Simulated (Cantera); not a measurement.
Charge: 1 mol Ti, a varied amount of C3H8, equilibrated at 1675 °C and 32000 Pa.

Method: chemical equilibrium by Gibbs-energy minimisation in Cantera with the NASA 1993 tables (ideal gas, pure condensed phases). Candidate condensed phases: C, C6H6, C7H8, C8H18, Ti, TiC; 77 gas species. Mutual solubility and eutectic melting of coexisting phases are not modelled. TiC: taken at fixed stoichiometry. Condensed phases not in the tables: N, O or C dissolved in the metal. Rates play no part.

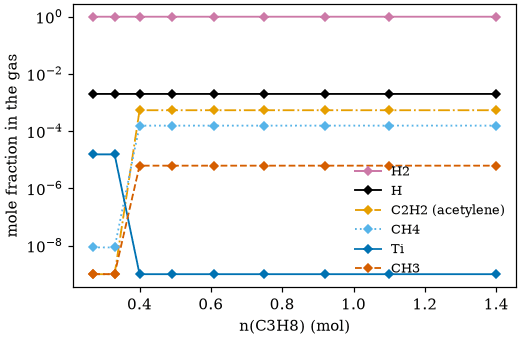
Equilibrium gas composition (values under 1e-9 drawn at 1e-9)

### Question
Read off the mole fractions at 0.61 mol C3H8.

### Answer
H2 about 1.00, H about 0.0020, C2H2 (acetylene) about 0.00054, CH4 about 0.00016, CH3 about 6.2e-6.
